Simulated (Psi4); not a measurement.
**CH6BN (SMILES CBN): BLYP/cc-pVDZ**

What is the vertical singlet–triplet gap of CH6BN at BLYP/cc-pVDZ? 

The results are computed with Psi4 1.11.

7 further runs of the same task are left out: 5 that didn't finish, 2 set aside as unsound or not needed.

## 1. Starting point

CH6BN has 9 atoms, charge 0, and is taken as a singlet. As SMILES, `CBN`. The shape is that of a PBE0-D4/def2-TZVP optimisation.

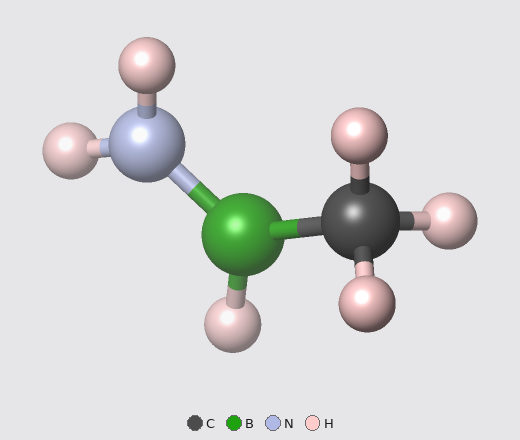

Viewed from a chosen angle; carbon dark grey, boron green, nitrogen light blue, hydrogen pink.

## 2. Energy and forces at BLYP/cc-pVDZ

ch6bn.xyz

```xyz
9
CH6BN
C     -0.665300     0.757700    -0.590300
B      0.459400    -0.282900    -0.256200
N      0.592800    -0.842800     1.010700
H     -1.291900     0.390800    -1.410600
H     -0.224600     1.692200    -0.954300
H     -1.319900     0.998900     0.252300
H      1.248800    -0.632800    -1.092800
H      1.306200    -1.511000     1.244900
H     -0.016800    -0.616400     1.779200
```

ch6bn.py

```python
import psi4

psi4.set_memory('2200 MB')
psi4.set_num_threads(1)
psi4.set_output_file('output.dat', False)

with open('ch6bn.xyz') as f:
    atoms = ''.join(f.readlines()[2:])
m = psi4.geometry('0 1\n' + atoms + 'symmetry c1\nno_reorient\nno_com')

psi4.set_options({
    'basis': 'cc-pVDZ',
    'reference': 'rks',
    'puream': True,
    'e_convergence': 1e-09,
    'd_convergence': 1e-08,
    'scf_type': 'pk',
    'dft_radial_points': 99,
    'dft_spherical_points': 590,
})

result, w = psi4.gradient("blyp", molecule=m, return_wfn=True)
psi4.oeprop(w, "MAYER_INDICES", "LOWDIN_CHARGES", "MULLIKEN_CHARGES")
print('gradient / Eh bohr^-1')
print(result.np.round(6))
print(f'energy = {w.energy():.10f} Eh')
```

Run with:

```sh
$ python ch6bn.py
```

output.dat:

```text
[...]
  Running in c1 symmetry.
[...]
  Nuclear repulsion =   67.986732290150556
[...]
  Multiplicity = 1
[...]
  Nalpha       = 12
  Nbeta        = 12
[...]
    Number of basis functions: 72
[...]
   @RKS iter   1:  -120.71342493187493   -3.51764e-02   1.49199e-02 DIIS/ADIIS
[...]
   @RKS iter  11:  -121.29574761523297   -6.77858e-12   9.06375e-09 DIIS
[...]
  @RKS Final Energy:  -121.29574761523297
   => Energetics <=
    Nuclear Repulsion Energy =             67.9867322901505560
    One-Electron Energy =                -296.8628148309649077
    Two-Electron Energy =                 126.1905162043130559
    DFT Exchange-Correlation Energy =     -18.6101812787316554
    Empirical Dispersion Energy =           0.0000000000000000
    VV10 Nonlocal Energy =                  0.0000000000000000
    Total Energy =                       -121.2957476152329690
[...]
 Multipole Moments:
 ------------------------------------------------------------------------------------
     Multipole            Electronic (a.u.)      Nuclear  (a.u.)        Total (a.u.)
 ------------------------------------------------------------------------------------
 L = 1.  Multiply by 2.5417464519 to convert [e a0] to [Debye]
 Dipole X            :         -4.1022428            4.0753834           -0.0268594
 Dipole Y            :          4.4052693           -4.6226480           -0.2173787
 Dipole Z            :         -3.2413699            3.9132449            0.6718750
 Magnitude           :                                                    0.7066760
[...]
  -Total Gradient:
     Atom            X                  Y                   Z
    ------   -----------------  -----------------  -----------------
       1       -0.003616352296     0.003665647496    -0.001948546222
       2        0.000300554388    -0.001386741398     0.003169043550
       3       -0.000169110869    -0.001560602865     0.004764022459
       4        0.006600283596     0.003266887095     0.008471290083
       5       -0.004055374355    -0.009710431402     0.003911321305
       6        0.007032927698    -0.002848320702    -0.008306110018
       7       -0.004657082396     0.002109398495     0.004810765882
       8       -0.009506348531     0.009186039300    -0.003888916101
       9        0.008070106651    -0.002720161709    -0.010986681879
[...]
  Mulliken Charges: (a.u.)
   Center  Symbol    Alpha    Beta     Spin     Total
       1     C     2.97781  2.97781  0.00000  0.04439
       2     B     2.60201  2.60201  0.00000 -0.20401
       3     N     3.44413  3.44413  0.00000  0.11174
       4     H     0.49651  0.49651  0.00000  0.00698
       5     H     0.49655  0.49655  0.00000  0.00689
       6     H     0.51215  0.51215  0.00000 -0.02430
       7     H     0.53302  0.53302  0.00000 -0.06605
       8     H     0.46784  0.46784  0.00000  0.06432
       9     H     0.46998  0.46998  0.00000  0.06004
   Total alpha = 12.00000, Total beta = 12.00000, Total charge =  0.00000
[...]
```

The script printed:

```text
gradient / Eh bohr^-1
[[-0.003616  0.003666 -0.001949]
 [ 0.000301 -0.001387  0.003169]
 [-0.000169 -0.001561  0.004764]
 [ 0.0066    0.003267  0.008471]
 [-0.004055 -0.00971   0.003911]
 [ 0.007033 -0.002848 -0.008306]
 [-0.004657  0.002109  0.004811]
 [-0.009506  0.009186 -0.003889]
 [ 0.00807  -0.00272  -0.010987]]
energy = -121.2957476152 Eh
```

Run time: 46 s. Hardware: 1 thread of Intel Xeon at 2.50GHz (Skylake/Cascade Lake), shared host; peak memory 1.3 GiB.

## 3. The triplet at the same level

job.py

```python
import psi4

psi4.set_memory('2200 MB')
psi4.set_num_threads(1)
psi4.core.set_output_file('psi4.out', False)

mol = psi4.geometry("""
0 3
C     -1.25723479     1.43184548    -1.11550533
B      0.86814018    -0.53460352    -0.48414783
N      1.12022965    -1.59266118     1.90994619
H     -2.44133718     0.73850497    -2.66564767
H     -0.42443249     3.19779455    -1.80336564
H     -2.49424951     1.88764743     0.47677790
H      2.35988998    -1.19581869    -2.06509271
H      2.46836026    -2.85537617     2.35252005
H     -0.03174740    -1.16482718     3.36220072
units bohr
symmetry c1
""")

psi4.set_options({
    'basis': 'cc-pVDZ',
    'reference': 'uks',
    'puream': True,
    'e_convergence': 1e-09,
    'd_convergence': 1e-08,
    'scf_type': 'pk',
    'dft_radial_points': 99,
    'dft_spherical_points': 590,
    'maxiter': 100,
})

e_tot, wfn = psi4.gradient('blyp', return_wfn=True)
psi4.oeprop(wfn, 'QUADRUPOLE', 'WIBERG_LOWDIN_INDICES', 'MAYER_INDICES')
print('gradient / Eh bohr^-1')
print(e_tot.np.round(6))
print(f'energy = {wfn.energy():.10f} Eh')
```

Run with:

```sh
$ python job.py
```

psi4.out:

```text
[...]
  Running in c1 symmetry.
[...]
  Nuclear repulsion =   67.986732381100936
[...]
  Multiplicity = 3
[...]
  Nalpha       = 13
  Nbeta        = 11
[...]
    Number of basis functions: 72
[...]
   @UKS iter   1:  -120.51570315042414    1.62545e-01   1.32232e-02 DIIS/ADIIS
[...]
   @UKS iter  37:  -121.05794009752198   -2.28937e-11   5.81615e-09 DIIS
[...]
   @S^2 Observed:                2.003066564E+00
[...]
  @UKS Final Energy:  -121.05794009752198
   => Energetics <=
    Nuclear Repulsion Energy =             67.9867323811009356
    One-Electron Energy =                -296.3120782567269771
    Two-Electron Energy =                 125.8536679995127656
    DFT Exchange-Correlation Energy =     -18.5862622214086883
    Empirical Dispersion Energy =           0.0000000000000000
    VV10 Nonlocal Energy =                  0.0000000000000000
    Total Energy =                       -121.0579400975219784
[...]
  -Total Gradient:
     Atom            X                  Y                   Z
    ------   -----------------  -----------------  -----------------
       1       -0.006612830634    -0.020165381808     0.013543364386
       2        0.005099313351    -0.027142121093     0.079268582302
       3       -0.010834985312     0.039682064252    -0.092738395140
       4        0.007746167024     0.006000743609     0.011952571053
       5        0.004224748754    -0.017262185828     0.004409174979
       6        0.002443821267    -0.001079719961    -0.014576927450
       7       -0.000196422550     0.009845587174     0.018588546923
       8       -0.020407855767     0.000518649989    -0.010358674970
       9        0.018537674991     0.009604027788    -0.010092024770
[...]
 Multipole Moments:
 ------------------------------------------------------------------------------------
     Multipole            Electronic (a.u.)      Nuclear  (a.u.)        Total (a.u.)
 ------------------------------------------------------------------------------------
 L = 1.  Multiply by 2.5417464519 to convert [e a0] to [Debye]
 Dipole X            :          1.2468211           -1.2695409           -0.0227198
 Dipole Y            :         -1.5908101            1.1700690           -0.4207411
 Dipole Z            :          1.6195580           -0.3693862            1.2501717
 Magnitude           :                                                    1.3192682
 L = 2.  Multiply by 1.3450342976 to convert [e a0^2] to [Debye ang]
 Quadrupole XX       :        -60.6773750           45.4361402          -15.2412348
 Quadrupole XY       :         40.7509565          -42.5890750           -1.8381186
[...]
```

Standard output:

```text
gradient / Eh bohr^-1
[[-0.006613 -0.020165  0.013543]
 [ 0.005099 -0.027142  0.079269]
 [-0.010835  0.039682 -0.092738]
 [ 0.007746  0.006001  0.011953]
 [ 0.004225 -0.017262  0.004409]
 [ 0.002444 -0.00108  -0.014577]
 [-0.000196  0.009846  0.018589]
 [-0.020408  0.000519 -0.010359]
 [ 0.018538  0.009604 -0.010092]]
energy = -121.0579400975 Eh
```

Wall time 2 min (1 thread of Intel Xeon at 2.50GHz (Skylake/Cascade Lake), shared host); peak memory 1.3 GiB.

## 4. Results

Level: BLYP/cc-pVDZ.

| quantity | value |
| --- | --- |
| singlet: total energy | -121.29575 Eh |
| singlet: dipole moment | 1.80 D |
| singlet: HOMO energy | -6.52 eV |
| singlet: LUMO energy | 0.31 eV |
| singlet: HOMO–LUMO gap | 6.83 eV |
| singlet: largest force on an atom | 0.715 eV/Å |
| triplet: total energy | -121.05794 Eh |
| triplet: dipole moment | 3.35 D |
| triplet: HOMO energy (highest over α and β) | -0.42 eV |
| triplet: ⟨S²⟩ | 2.003 |
| triplet: largest force on an atom | 5.217 eV/Å |
| vertical energy of the triplet above the singlet | 6.471 eV |

In words: At this shape the triplet lies 6.47 eV (149 kcal/mol) above the singlet. The largest force (singlet) is 0.71 eV/Å: the shape isn't a stationary point for this species at this level.
